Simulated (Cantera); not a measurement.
A closed system holds: 1 mol SiH4, 0.098 mol C3H8, 6.1 mol H2, 0.02 mol CH4, held at 1.00 Torr.

Method: chemical equilibrium by Gibbs-energy minimisation in Cantera with the NASA 1993 tables (ideal gas, pure condensed phases). Candidate condensed phases: C, C6H6, C7H8, C8H18, Si, SiC; 87 gas species. Mutual solubility and eutectic melting of coexisting phases are not modelled. Gases not in the tables: Si2H6 and higher silanes. Equilibrium is a limit: real reactors are often held back by kinetics, nucleation or transport.

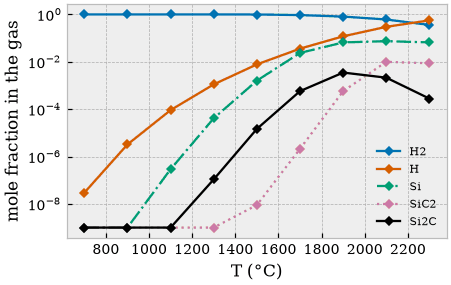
Equilibrium gas composition (values under 1e-9 drawn at 1e-9)

From 700 °C to 1300 °C the condensed part is Si(s) + SiC(s). From 1500 °C to 1700 °C the condensed part is Si(l) + SiC(s). At 1900 °C the condensed part is SiC(s). From 2100 °C to 2300 °C nothing is condensed.
